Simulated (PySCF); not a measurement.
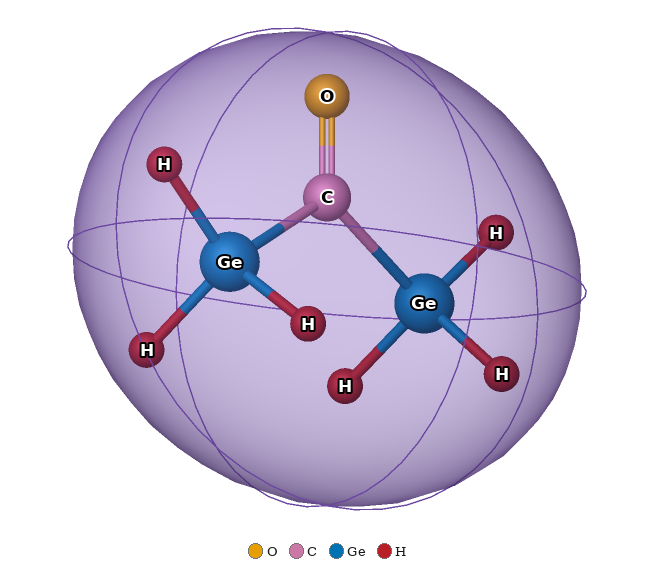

The ellipsoid shows the static dipole polarisability: its half-axes are proportional to the principal values. The geometry was computed by an optimisation with PBE0-D3(BJ)/def2-SVP. No frequency run is at hand to confirm it as a minimum. Method: PBE0/def2-TZVPD (PySCF 2.14.0).

### Give the principal values, the mean and the anisotropy.

Principal values 67.2, 81.4, 109.4 bohr³; mean 86.0 bohr³ (12.74 Å³); anisotropy 37.2 bohr³, so the longest axis is 1.63 times the shortest.
